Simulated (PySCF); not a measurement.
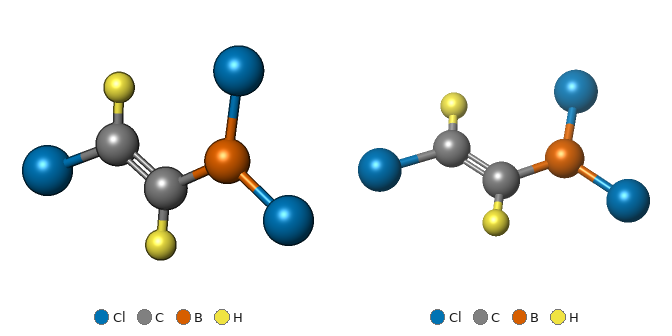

Both panels show the same species.

Computed geometry: PBE0-D3(BJ)/def2-SVP optimisation. No frequency run is at hand to confirm it as a minimum.

> Count the atoms of each element.

C2H2BCl3, 8 atoms: 2 carbon, 2 hydrogen, 1 boron and 3 chlorine.

> Write the SMILES.

Cl/C=C/B(Cl)Cl

> Name some functional groups or characteristic bonds that it holds.

Among them: alkene, C–Cl bond.

The parts below concern this one geometry. Atoms keep their numbers from picture to picture.

### Shape

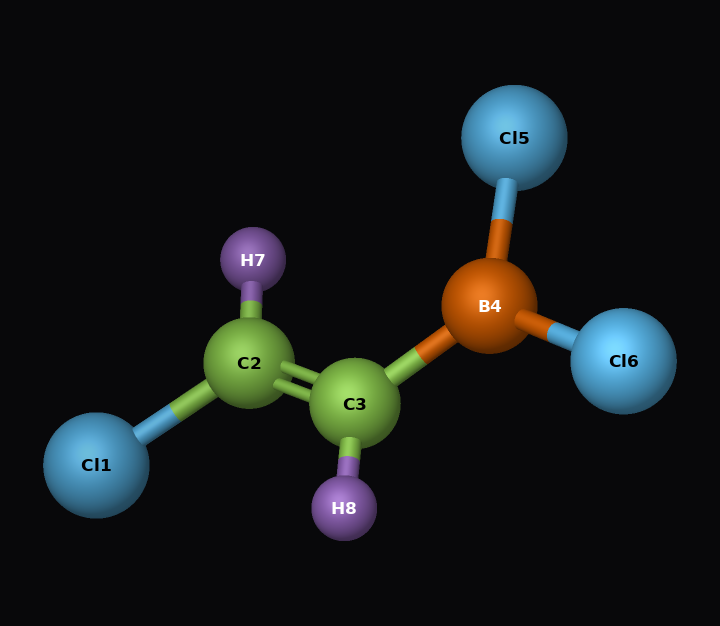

The atoms are numbered. No frequency run is at hand to confirm it as a minimum.

> How are the neighbours of atom 4 arranged?

B4 has 3 neighbours (C3 at 1.54, Cl5 at 1.76, Cl6 at 1.75 Å); the arrangement is trigonal planar.

> What is the geometry at C2?

C2 has 3 neighbours (Cl1 at 1.71, C3 at 1.34, H7 at 1.09 Å); the arrangement is trigonal planar.

> Describe the coordination of atom 3.

C3 has 3 neighbours (C2 at 1.34, B4 at 1.54, H8 at 1.09 Å); the arrangement is trigonal planar.

> What is the dihedral angle C2–C3–B4–Cl5?

1° in size, that is syn (eclipsed).

### Levels of theory compared

No frequency run is at hand to confirm it as a minimum. Program: PySCF 2.14.0.

At this fixed geometry, give dipole (D), polarisability (bohr³), lowest singlet excitation (eV) at these levels: B3LYP/def2-SVPD; BHandHLYP/def2-SVPD; CAM-B3LYP/def2-SVPD; LC-wPBE/def2-SVPD; LDA/def2-SVPD; PBE/def2-SVPD; PBE0/6-31G*; PBE0/def2-SVP; PBE0/def2-SVPD; ωB97X-D/def2-SVPD.

```
              level  dipole (D)  polarisability (bohr³)  lowest singlet excitation (eV)
    B3LYP/def2-SVPD        0.96                    85.7                            5.08
BHandHLYP/def2-SVPD        0.92                    81.7                            5.51
CAM-B3LYP/def2-SVPD        0.89                    83.5                            5.34
  LC-wPBE/def2-SVPD        0.81                    81.0                            5.56
      LDA/def2-SVPD        1.03                    89.4                            4.38
      PBE/def2-SVPD        1.02                    88.8                            4.47
        PBE0/6-31G*        1.10                    65.4                            5.29
      PBE0/def2-SVP        0.93                    63.2                            5.34
     PBE0/def2-SVPD        0.96                    84.6                            5.18
  ωB97X-D/def2-SVPD        0.89                    83.0                            5.37
```

### Quadrupole coupling

No frequency run is at hand to confirm it as a minimum. Electric field gradients from the ground-state density, PBE0/6-31G (PySCF 2.14.0), non-relativistic apart from any core potentials.

Give the largest field-gradient component, the quadrupole coupling constant and the asymmetry for 35Cl at Cl1 (Q = −81.7 mb), 11B at B4 (Q = 40.59 mb), 35Cl at Cl5 (Q = −81.7 mb), 35Cl at Cl6 (Q = −81.7 mb).

```tsv
atom	V_zz (a.u.)	e²qQ/h (MHz)	η
Cl1	3.552	−68.2	0.23
B4	0.258	2.46	0.89
Cl5	2.142	−41.1	0.48
Cl6	2.120	−40.7	0.61
```

### NMR shielding

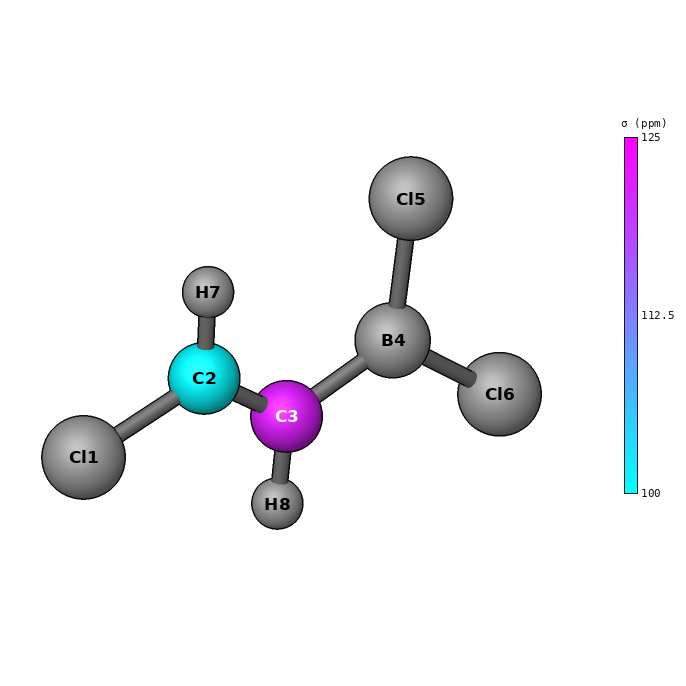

Atoms are coloured by their isotropic NMR shieldings (C only, the others grey). No frequency run is at hand to confirm it as a minimum. Properties computed with GIAO PBE0/STO-3G NMR shielding, non-relativistic, gas phase (PySCF 2.14.0).

Give the isotropic NMR shieldings of the C atoms atom by atom.

| atom | σ (ppm) |
| --- | --- |
| C2 | 100.7 |
| C3 | 121.7 |
